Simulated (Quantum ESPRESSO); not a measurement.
# C (Diamond): zone-centre phonons, part 2 of 4

Aim: the zone-centre modes of C (Diamond).

Quantum ESPRESSO 7.5; DFT PBE, scalar-relativistic, plane waves, PseudoDojo norm-conserving pseudopotentials.

So far. Step 2 (A probe with smearing): A gap of 4.2 eV opens on this mesh, so the crystal is taken as an insulator; the start stands at 2.1 GPa. Step 4 (Ground state): The cell stands at -0.001 GPa, close enough for phonons.

## 5. Zone-centre response

At q = 0 one unit cell holds all displacements; symmetry groups them into irreducible representations that are solved one by one. The response to a field gives ε∞ and the Born charges, which polar modes need.

The input, ph.in:

```
phonons
&INPUTPH
  prefix = 'x'
  outdir = './tmp'
  fildyn = 'g.dyn'
  tr2_ph = 1.0d-18
  epsil  = .true.
/
0.000000000000 0.000000000000 0.000000000000
```

Command:

```sh
$ OMP_NUM_THREADS=1 mpirun -n 4 ph.x -nk 4 -in ph.in > ph.out
```

The log of the run:

```text
[banners, grids, parts of the stress and lines that vanish by symmetry left out]
[banner, memory and clock lines left out]
Program PHONON v.7.5

     ./tmp/x.save/

     IMPORTANT: XC functional enforced from input :
     Exchange-correlation= PBE
                           (   1   4   3   4   0   0   0)
     Any further DFT definition will be discarded
     Please, verify this is what you really want

     G-vector sticks info

     Reading collected, re-writing distributed wavefunctions in ./tmp/

     Number and degeneracy of irreps per q-point
       N         xq(1)         xq(2)         xq(3)   N irreps
       1   0.000000000   0.000000000   0.000000000       2
        3   3

     Calculation of q =    0.0000000   0.0000000   0.0000000

     phonons

     bravais-lattice index     =            2
     lattice parameter (alat)  =       6.7507  a.u.
     unit-cell volume          =      76.9101 (a.u.)^3
     number of atoms/cell      =            2
     number of atomic types    =            1
     kinetic-energy cut-off    =      90.0000  Ry
     charge density cut-off    =     360.0000  Ry
     convergence threshold     =      1.0E-18
     beta                      =       0.7000
     number of iterations used =            4
     Exchange-correlation= PBE
                           (   1   4   3   4   0   0   0)

     celldm(1)=    6.75068  celldm(2)=    0.00000  celldm(3)=    0.00000
     celldm(4)=    0.00000  celldm(5)=    0.00000  celldm(6)=    0.00000

     crystal axes: (cart. coord. in units of alat)
               a(1) = ( -0.5000  0.0000  0.5000 )
               a(2) = (  0.0000  0.5000  0.5000 )
               a(3) = ( -0.5000  0.5000  0.0000 )

     reciprocal axes: (cart. coord. in units 2 pi/alat)
               b(1) = ( -1.0000 -1.0000  1.0000 )
               b(2) = (  1.0000  1.0000  1.0000 )
               b(3) = ( -1.0000  1.0000 -1.0000 )

     Atoms inside the unit cell:

     Cartesian axes

     site n.  atom      mass           positions (alat units)
        1  C      12.0110   tau(    1) = (   -0.50000    0.50000    0.50000  )
        2  C      12.0110   tau(    2) = (   -0.25000    0.25000    0.25000  )

     Computing dynamical matrix for
                    q = (   0.0000000   0.0000000   0.0000000 )

     49 Sym.Ops. (with q -> -q+G )

     G cutoff =  415.5645  (   8801 G-vectors)     FFT grid: ( 32, 32, 32)
     number of k points=    72
                       cart. coord. in units 2pi/alat
        k(    1) = (   0.0000000   0.0000000   0.0000000), wk =   0.0011574
        k(    2) = (  -0.0833333   0.0833333  -0.0833333), wk =   0.0092593
        k(    3) = (  -0.1666667   0.1666667  -0.1666667), wk =   0.0092593
        [... further k-points left out ...]

     PseudoPot. # 1 for C  read from file:
     ./pseudo/C.upf
     Pseudo is Norm-conserving + core correction, Zval =  4.0
     Using radial grid of 1248 points,  4 beta functions with:
                l(1) =   0
                l(2) =   0
                l(3) =   1
                l(4) =   1

     Mode symmetry, O_h (m-3m)  point group:

     Electric field:
     Dielectric constant
     Born effective charges as d Force / d E

     Atomic displacements:
     There are    2 irreducible representations

     Representation     1      3 modes -  To be done

     Representation     2      3 modes -  To be done

     Alpha used in Ewald sum =   2.8000

     Electric Fields Calculation

      iter #   1   av.it.:   5.8
      thresh= 1.000E-02 alpha_mix =  0.700 |ddv_scf|^2 =  1.037E-08

      iter #   2   av.it.:  10.6
      thresh= 1.018E-05 alpha_mix =  0.700 |ddv_scf|^2 =  3.060E-10

      iter #   3   av.it.:  10.4
      thresh= 1.749E-06 alpha_mix =  0.700 |ddv_scf|^2 =  2.327E-11

      iter #   4   av.it.:  10.5
      thresh= 4.823E-07 alpha_mix =  0.700 |ddv_scf|^2 =  1.358E-13

      iter #   5   av.it.:  10.8
      thresh= 3.685E-08 alpha_mix =  0.700 |ddv_scf|^2 =  5.985E-17

      iter #   6   av.it.:   9.8
      thresh= 7.736E-10 alpha_mix =  0.700 |ddv_scf|^2 =  3.696E-18

      iter #   7   av.it.:  10.0
      thresh= 1.923E-10 alpha_mix =  0.700 |ddv_scf|^2 =  2.691E-21

     End of electric fields calculation

          Dielectric constant in cartesian axis

          (       5.776604770      -0.000000000      -0.000000000 )
          (      -0.000000000       5.776604770       0.000000000 )
          (      -0.000000000       0.000000000       5.776604770 )

          Effective charges (d Force / dE) in cartesian axis without acoustic sum rule applied (asr)

           atom    1  C     Mean Z*:       -0.00020
      Ex  (       -0.00020        0.00000        0.00000 )
      Ey  (        0.00000       -0.00020       -0.00000 )
      Ez  (        0.00000        0.00000       -0.00020 )
           atom    2  C     Mean Z*:       -0.00020
      Ex  (       -0.00020        0.00000        0.00000 )
      Ey  (        0.00000       -0.00020       -0.00000 )
      Ez  (        0.00000       -0.00000       -0.00020 )

          Effective charges Sum: Mean:       -0.00039
             -0.00039        0.00000        0.00000
              0.00000       -0.00039       -0.00000
              0.00000       -0.00000       -0.00039

          Effective charges (d Force / dE) in cartesian axis with asr applied:
           atom    1  C     Mean Z*:       -0.00000
      E*x (        0.00000        0.00000       -0.00000 )
      E*y (        0.00000       -0.00000        0.00000 )
      E*z (       -0.00000        0.00000        0.00000 )
           atom    2  C     Mean Z*:        0.00000
      E*x (        0.00000       -0.00000        0.00000 )
      E*y (       -0.00000        0.00000       -0.00000 )
      E*z (        0.00000       -0.00000        0.00000 )

     Representation #   1 modes #   1   2   3

     Self-consistent Calculation

      iter #   1   av.it.:   6.9
      thresh= 1.000E-02 alpha_mix =  0.700 |ddv_scf|^2 =  1.833E-07

      iter #   2   av.it.:  10.8
      thresh= 4.282E-05 alpha_mix =  0.700 |ddv_scf|^2 =  1.997E-09

      iter #   3   av.it.:  10.6
      thresh= 4.469E-06 alpha_mix =  0.700 |ddv_scf|^2 =  7.791E-11

      iter #   4   av.it.:  11.1
      thresh= 8.827E-07 alpha_mix =  0.700 |ddv_scf|^2 =  1.953E-13

      iter #   5   av.it.:  10.8
      thresh= 4.419E-08 alpha_mix =  0.700 |ddv_scf|^2 =  6.138E-16

      iter #   6   av.it.:  10.1
      thresh= 2.478E-09 alpha_mix =  0.700 |ddv_scf|^2 =  1.550E-17

      iter #   7   av.it.:  10.6
      thresh= 3.937E-10 alpha_mix =  0.700 |ddv_scf|^2 =  5.699E-20

     End of self-consistent calculation

     Convergence has been achieved

     Representation #   2 modes #   4   5   6

     Self-consistent Calculation

      iter #   1   av.it.:   7.2
      thresh= 1.000E-02 alpha_mix =  0.700 |ddv_scf|^2 =  1.128E-07

      iter #   2   av.it.:  11.0
      thresh= 3.358E-05 alpha_mix =  0.700 |ddv_scf|^2 =  1.535E-09

      iter #   3   av.it.:  11.1
      thresh= 3.918E-06 alpha_mix =  0.700 |ddv_scf|^2 =  8.652E-11

      iter #   4   av.it.:  11.3
      thresh= 9.302E-07 alpha_mix =  0.700 |ddv_scf|^2 =  2.559E-13

      iter #   5   av.it.:  10.8
      thresh= 5.059E-08 alpha_mix =  0.700 |ddv_scf|^2 =  1.806E-16

      iter #   6   av.it.:   9.8
      thresh= 1.344E-09 alpha_mix =  0.700 |ddv_scf|^2 =  1.189E-17

      iter #   7   av.it.:  10.5
      thresh= 3.448E-10 alpha_mix =  0.700 |ddv_scf|^2 =  1.611E-20

     End of self-consistent calculation

     Convergence has been achieved

     Number of q in the star =    1
     List of q in the star:
          1   0.000000000   0.000000000   0.000000000

          Dielectric constant in cartesian axis

          (       5.776604770      -0.000000000      -0.000000000 )
          (      -0.000000000       5.776604770       0.000000000 )
          (      -0.000000000       0.000000000       5.776604770 )

          Effective charges (d Force / dE) in cartesian axis without acoustic sum rule applied (asr)

           atom    1  C     Mean Z*:       -0.00020
      Ex  (       -0.00020        0.00000        0.00000 )
      Ey  (        0.00000       -0.00020       -0.00000 )
      Ez  (        0.00000        0.00000       -0.00020 )
           atom    2  C     Mean Z*:       -0.00020
      Ex  (       -0.00020        0.00000        0.00000 )
      Ey  (        0.00000       -0.00020       -0.00000 )
      Ez  (        0.00000       -0.00000       -0.00020 )

          Effective charges Sum: Mean:       -0.00039
             -0.00039        0.00000        0.00000
              0.00000       -0.00039       -0.00000
              0.00000       -0.00000       -0.00039

          Effective charges (d Force / dE) in cartesian axis with asr applied:
           atom    1  C     Mean Z*:       -0.00000
      E*x (        0.00000        0.00000       -0.00000 )
      E*y (        0.00000       -0.00000        0.00000 )
      E*z (       -0.00000        0.00000        0.00000 )
           atom    2  C     Mean Z*:        0.00000
      E*x (        0.00000       -0.00000        0.00000 )
      E*y (       -0.00000        0.00000       -0.00000 )
      E*z (        0.00000       -0.00000        0.00000 )

     Diagonalizing the dynamical matrix

     q = (    0.000000000   0.000000000   0.000000000 )

 **************************************************************************
     freq (    1) =      -0.025866 [THz] =      -0.862809 [cm-1]
     freq (    2) =      -0.025866 [THz] =      -0.862809 [cm-1]
     freq (    3) =      -0.025866 [THz] =      -0.862809 [cm-1]
     freq (    4) =      38.676429 [THz] =    1290.106820 [cm-1]
     freq (    5) =      38.676429 [THz] =    1290.106820 [cm-1]
     freq (    6) =      38.676429 [THz] =    1290.106820 [cm-1]
 **************************************************************************

     Mode symmetry, O_h (m-3m)  point group:

     freq (   1-   3) =         -0.9  [cm-1]   --> T_1u G_15  G_4- I
     freq (   4-   6) =       1290.1  [cm-1]   --> T_2g G_25' G_5+ R
```

Wall time 21 s (4 MPI ranks of Arm Neoverse V2, shared host).

This step gave:

* miss of the charge sum rule: 4.00e-4 e
* largest acoustic frequency at the zone centre before the sum rule: -0.86 cm⁻¹
* highest optical zone-centre mode (no LO-TO term): 1290 cm⁻¹
* lowest optical zone-centre mode: 1290 cm⁻¹
* mean high-frequency dielectric constant: 5.777

Born charge (rows field, columns displacement), before the sum rule (e), principal values of the symmetric part by kind of site:

```
atom  atoms with these values      low   middle     high     mean
  C1                        2  -0.0002  -0.0002  -0.0002  -0.0002
```

In full for C1:

```
-0.0002  0.0000  0.0000
 0.0000 -0.0002  0.0000
 0.0000  0.0000 -0.0002
```

High-frequency dielectric tensor:

```
5.78 0.00 0.00
0.00 5.78 0.00
0.00 0.00 5.78
```

The acoustic modes at Γ come out as far as 0.9 cm⁻¹ from zero, where they should vanish, a small numerical error; the Born charges miss their sum rule by 4.0e-4 e, which is good.

## 6. Zone-centre analysis

A rigid shift of the crystal must cost nothing, but grids and finite bases break this; the acoustic sum rule is imposed before the matrix is diagonalised again.

The input, dynmat.in:

```
&INPUT
  fildyn = 'g.dyn'
  asr    = 'simple'
  fileig = 'dynmat.eig'
  lperm  = .true.
/
```

Command:

```sh
$ dynmat.x -in dynmat.in > dynmat.out
```

The log of the run:

```text
[banner, memory and clock lines left out]
Program DYNMAT v.7.5

     Reading Dynamical Matrix from file g.dyn
     ...Force constants read
     ...epsilon and Z* read
     A direction for q was not specified:TO-LO splitting will be absent

     Polarizability (A^3 units)
     multiply by 0.385772 for Clausius-Mossotti correction
         4.332079   -0.000000   -0.000000
        -0.000000    4.332079    0.000000
        -0.000000    0.000000    4.332079

     IR activities are in (D/A)^2/amu units

# mode   [cm-1]    [THz]      IR
    1      0.00    0.0000    0.0000
    2      0.00    0.0000    0.0000
    3      0.00    0.0000    0.0000
    4   1290.11   38.6764    0.0000
    5   1290.11   38.6764    0.0000
    6   1290.11   38.6764    0.0000

Electronic dielectric permittivity tensor (relative, adimensional)
         5.776605   -0.000000   -0.000000
        -0.000000    5.776605    0.000000
        -0.000000    0.000000    5.776605

 ... with zone-center polar mode contributions
         5.776605    0.000000    0.000000
         0.000000    5.776605    0.000000
         0.000000    0.000000    5.776605
```

Elapsed: 0.46 s, on 1 thread.

Unit eigenvectors of the mass-weighted matrix after the sum rule; no LO-TO term. Modes at Γ:

```
mode  frequency (cm⁻¹)  symmetry
   1               0.0  acoustic
   2               0.0  acoustic
   3               0.0  acoustic
   4            1290.1       T2g
   5            1290.1       T2g
   6            1290.1       T2g
```

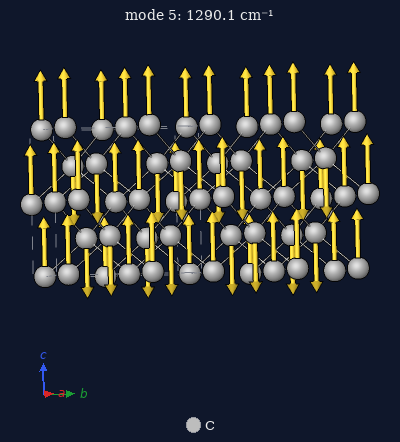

Displacement patterns of mode 5 at Γ; arrows are exaggerated. 2×2×1 conventional cells are drawn. Some periodic images of atoms are drawn too.

The rule moves no optical mode by more than 0.1 cm⁻¹.

## 7. A frozen mode

The atoms are moved along one mode, by 0.015 Å at most in any Cartesian component, and the restoring forces give its frequency without the response code: a check of the response kernel of this functional.

The input, frozen.in:

```
&CONTROL
  calculation = 'scf'
  prefix      = 'x'
  outdir      = './tmp'
  pseudo_dir  = './pseudo'
  tprnfor     = .true.
/
&SYSTEM
  ibrav       = 2
  celldm(1)   = 6.75068488
  nat         = 2
  ntyp        = 1
  ecutwfc     = 90.0
  occupations = 'fixed'
  nbnd        = 6
/
&ELECTRONS
  conv_thr         = 1.0d-11
  mixing_beta      = 0.7
  electron_maxstep = 100
/
ATOMIC_SPECIES
 C      12.0110  C.upf
ATOMIC_POSITIONS crystal
 C      0.495801035   0.504198965   0.495801035
 C      0.254198965   0.245801035   0.254198965
K_POINTS automatic
 12 12 12 0 0 0
```

Command:

```sh
$ OMP_NUM_THREADS=1 mpirun -n 4 pw.x -nk 4 -in frozen.in > frozen.out
```

The log of the run:

```text
[banner, memory and clock lines left out]
Program PWSCF v.7.5

     G-vector sticks info

     bravais-lattice index     =            2
     lattice parameter (alat)  =       6.7507  a.u.
     unit-cell volume          =      76.9101 (a.u.)^3
     number of atoms/cell      =            2
     number of atomic types    =            1
     number of electrons       =         8.00
     number of Kohn-Sham states=            6
     kinetic-energy cutoff     =      90.0000  Ry
     charge density cutoff     =     360.0000  Ry
     scf convergence threshold =      1.0E-11
     mixing beta               =       0.7000
     number of iterations used =            8  plain     mixing
     Exchange-correlation= PBE
                           (   1   4   3   4   0   0   0)

     celldm(1)=   6.750685  celldm(2)=   0.000000  celldm(3)=   0.000000
     celldm(4)=   0.000000  celldm(5)=   0.000000  celldm(6)=   0.000000

     crystal axes: (cart. coord. in units of alat)
               a(1) = (  -0.500000   0.000000   0.500000 )
               a(2) = (   0.000000   0.500000   0.500000 )
               a(3) = (  -0.500000   0.500000   0.000000 )

     reciprocal axes: (cart. coord. in units 2 pi/alat)
               b(1) = ( -1.000000 -1.000000  1.000000 )
               b(2) = (  1.000000  1.000000  1.000000 )
               b(3) = ( -1.000000  1.000000 -1.000000 )

     PseudoPot. # 1 for C  read from file:
     ./pseudo/C.upf
     Pseudo is Norm-conserving + core correction, Zval =  4.0
     Using radial grid of 1248 points,  4 beta functions with:
                l(1) =   0
                l(2) =   0
                l(3) =   1
                l(4) =   1

     atomic species   valence    mass     pseudopotential
     C                 4.00    12.01100     C ( 1.00)

      8 Sym. Ops., with inversion, found ( 4 have fractional translation)

   Cartesian axes

     site n.     atom                  positions (alat units)
         1        C      tau(   1) = (  -0.4958010   0.5000000   0.5000000  )
         2        C      tau(   2) = (  -0.2541990   0.2500000   0.2500000  )

     number of k points=   280

     Number of k-points >= 100: set verbosity='high' to print them.

     Dense  grid:     8801 G-vectors     FFT dimensions: (  32,  32,  32)

     Initial potential from superposition of free atoms

     starting charge       7.9999, renormalised to       8.0000
     Starting wfcs are    8 randomized atomic wfcs

     per-process dynamical memory:    18.0 Mb

     Self-consistent Calculation

     iteration #  1     ecut=    90.00 Ry     beta= 0.70
     Davidson diagonalization with overlap
     ethr =  1.00E-02,  avg # of iterations =  3.2

     total energy              =     -24.06764525 Ry
     estimated scf accuracy    <       0.10943976 Ry

     iteration #  2     ecut=    90.00 Ry     beta= 0.70
     Davidson diagonalization with overlap
     ethr =  1.37E-03,  avg # of iterations =  1.3

     total energy              =     -24.07374654 Ry
     estimated scf accuracy    <       0.00312605 Ry

     iteration #  3     ecut=    90.00 Ry     beta= 0.70
     Davidson diagonalization with overlap
     ethr =  3.91E-05,  avg # of iterations =  5.1

     total energy              =     -24.07459425 Ry
     estimated scf accuracy    <       0.00007784 Ry

     iteration #  4     ecut=    90.00 Ry     beta= 0.70
     Davidson diagonalization with overlap
     c_bands:  1 eigenvalues not converged
     c_bands:  1 eigenvalues not converged
     ethr =  9.73E-07,  avg # of iterations =  5.9

     total energy              =     -24.07462348 Ry
     estimated scf accuracy    <       0.00000688 Ry

     iteration #  5     ecut=    90.00 Ry     beta= 0.70
     Davidson diagonalization with overlap
     ethr =  8.60E-08,  avg # of iterations =  2.0

     total energy              =     -24.07462449 Ry
     estimated scf accuracy    <       0.00000002 Ry

     iteration #  6     ecut=    90.00 Ry     beta= 0.70
     Davidson diagonalization with overlap
     ethr =  2.95E-10,  avg # of iterations =  4.7

     total energy              =     -24.07462455 Ry
     estimated scf accuracy    <          8.1E-09 Ry

     iteration #  7     ecut=    90.00 Ry     beta= 0.70
     Davidson diagonalization with overlap
     ethr =  1.02E-10,  avg # of iterations =  1.4

     total energy              =     -24.07462455 Ry
     estimated scf accuracy    <          1.5E-10 Ry

     iteration #  8     ecut=    90.00 Ry     beta= 0.70
     Davidson diagonalization with overlap
     ethr =  1.85E-12,  avg # of iterations =  3.2

     End of self-consistent calculation

     Number of k-points >= 100: set verbosity='high' to print the bands.

     highest occupied, lowest unoccupied level (ev):    13.7331   17.4506

!    total energy              =     -24.07462455 Ry
     estimated scf accuracy    <          2.1E-12 Ry

     The total energy is the sum of the following terms:
     one-electron contribution =       8.19225476 Ry
     hartree contribution      =       1.93767341 Ry
     xc contribution           =      -8.67252898 Ry
     ewald contribution        =     -25.53202375 Ry

     convergence has been achieved in   8 iterations

     Forces acting on atoms (cartesian axes, Ry/au):

     atom    1 type  1   force =    -0.04280469    0.00000000   -0.00000000
     atom    2 type  1   force =     0.04280469   -0.00000000    0.00000000

     Total force =     0.060535     Total SCF correction =     0.000000

     XML data file, charge density, pseudopotentials, collected wavefunctions
```

Wall time 5.2 s (4 MPI ranks).

Numbers from this step:

* gap on the k-mesh: 3.718 eV
* frequency from the forces: 1289 cm⁻¹
* frequency from linear response: 1290 cm⁻¹

The forces give 1288.8 cm⁻¹ against 1290.1 cm⁻¹ from linear response after the sum rule.

[end of part 2 of 4]

[Host names and launcher messages were left out of these logs when they were recorded.]

[Logs are printed without paths, hosts, clocks, repeated set-up lines and the standing remarks that a program may print on its own settings, such as how far it seeks lower states.]

[Hosts, paths, dates, database ids (printed as entryN), source tags and the programs' standing remarks are cut or masked in the printed files.]
